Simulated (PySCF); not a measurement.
**singlet FH2OSi+ at 6 levels**

Wanted: a comparison of 6 runs (PBE/STO-3G, SVWN5/STO-3G, MP2/STO-3G, BCCD(T)/STO-3G, QCISD(T)/STO-3G, CCSD(T)/STO-3G) of singlet FH2OSi+. Input form: a Python script.

The results are computed with PySCF 2.14.0.

### Step 1. The structure to begin with

FH2OSi+: 5 atoms, total charge +1, spin state singlet. As SMILES of the parent species, `O[SiH]F`. The shape is that of a PBE0-D4/def2-TZVP optimisation. That shape belongs to the parent species and isn't relaxed for this state.

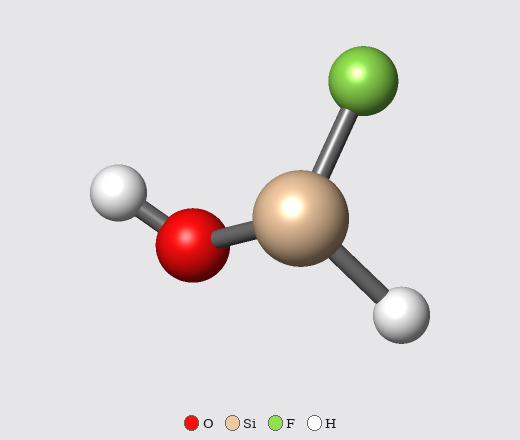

Viewed from a chosen angle; oxygen red, silicon light orange, fluorine green, hydrogen white.

### Step 2. A single-point energy at PBE/STO-3G (run 1)

Contents of geometry.xyz:

```xyz
5

O     -0.615200    -0.884600    -0.276300
Si     0.283900     0.245700     0.493100
F      0.207000     1.646500    -0.283100
H     -1.564500    -0.765100    -0.338000
H      1.688800    -0.242600     0.404400
```

Contents of input.py:

```python
from pyscf import gto, dft

mol = gto.M(
    atom='geometry.xyz',
    verbose=3,
    max_memory=1860,
    basis='sto-3g',
    charge=1,
)

mf = dft.RKS(mol, xc='pbe')
mf.conv_tol = 1e-10
mf.grids.level = 5
mf.kernel()
if not mf.converged:
    mf = mf.newton().run(mf.mo_coeff, mf.mo_occ)

energy = mf.e_tot
print('E(%s) = %.9f' % ('PBE', energy))
```

Started as:

```sh
$ OMP_NUM_THREADS=1 python input.py
```

What it wrote:

```text
converged SCF energy = -459.335262431276
E(PBE) = -459.335262431
```

Run time: 3.9 s. Hardware: 1 thread of Arm Neoverse V1, shared host; peak memory 0.2 GiB.

### Step 3. The energy at SVWN5/STO-3G (run 2)

Contents of run.py:

```python
from pyscf import gto, dft

mol = gto.M(
    atom='''
O       -0.615200      -0.884600      -0.276300
Si       0.283900       0.245700       0.493100
F        0.207000       1.646500      -0.283100
H       -1.564500      -0.765100      -0.338000
H        1.688800      -0.242600       0.404400
''',
    basis='sto-3g',
    charge=1,
    verbose=3,
    max_memory=1860,
    spin=0,
)

mf = dft.RKS(mol)
mf.xc = 'svwn'
mf.conv_tol = 1e-10
mf.grids.level = 5
mf.kernel()
if not mf.converged:
    mf = mf.newton().run(mf.mo_coeff, mf.mo_occ)

e_final = mf.e_tot
print(f'total energy: {e_final:.8f} hartree')
```

Started as:

```sh
$ OMP_NUM_THREADS=1 python run.py
```

What it wrote:

```text
converged SCF energy = -457.279468666522
total energy: -457.27946867 hartree
```

It took 2.7 s on 1 thread of Arm Neoverse V1, shared host; peak memory 0.14 GiB.

Runs 3 to 5 aren't shown in full; the table further down has their settings and results.

### Step 4. A single-point energy at CCSD(T)/STO-3G (run 6)

Contents of calc.py:

```python
from pyscf import gto, cc

molecule = gto.M(
    atom='''
O     -1.162560    -1.671652    -0.522131
Si     0.536493     0.464306     0.931824
F      0.391173     3.111434    -0.534981
H     -2.956477    -1.445829    -0.638727
H      3.191369    -0.458448     0.764205
''',
    unit='bohr',
    charge=1,
    max_memory=1860,
    spin=0,
    basis='sto-3g',
    verbose=3,
)

mf = molecule.RHF()
mf.conv_tol = 1e-10
mf.kernel()
if not mf.converged:
    mf = mf.newton().run(mf.mo_coeff, mf.mo_occ)

mycc = cc.CCSD(mf, frozen=7)
mycc.kernel()
e_t = mycc.ccsd_t()
e_final = mycc.e_tot + e_t
print('E = %.10f Eh' % e_final)
```

Started as:

```sh
$ OMP_NUM_THREADS=1 python calc.py
```

What it wrote:

```text
converged SCF energy = -458.409396691254
E(CCSD) = -458.5558889932744  E_corr = -0.1464923020200008
CCSD(T) correction = -0.011406618308091
E = -458.5672956116 Eh
```

Wall time 1.2 s (1 thread of Arm Neoverse V1, shared host); peak memory 0.12 GiB.

### Step 5. The series

```tsv
run	level	integration grid	frozen core orbitals	energy (Eh)	HOMO energy (eV)	LUMO energy (eV)	HOMO–LUMO gap (eV)	wall time
1	PBE/STO-3G	5	–	-459.335262	-12.05	-9.33	2.72	3.9 s
2	SVWN5/STO-3G	5	–	-457.279469	-12.01	-9.30	2.71	2.7 s
3	MP2/STO-3G	–	7	-458.530578	-18.47	-5.02	13.44	1.1 s
4	BCCD(T)/STO-3G	–	7	-458.566985	–	–	–	1.9 s
5	QCISD(T)/STO-3G	–	7	-458.569668	-18.47	-5.02	13.44	1.2 s
6	CCSD(T)/STO-3G	–	7	-458.567296	-18.47	-5.02	13.44	1.2 s
```

### Step 6. What came out

| quantity | value |
| --- | --- |
| run 6: total energy | -458.56730 Eh |
| run 6: HOMO energy (Hartree–Fock orbitals) | -18.47 eV |
| run 6: LUMO energy (Hartree–Fock orbitals) | -5.02 eV |
| run 6: HOMO–LUMO gap (Hartree–Fock orbitals) | 13.44 eV |
| run 6: correlation energy (7 core orbitals frozen) | -157.9 mEh |
| run 6: (T) correction | -11.41 mEh |
| run 6: T1 diagnostic | 0.032 |

What this shows: Totals of different functionals can't be ranked against each other. All runs together took 12 s, the longest 3.9 s.
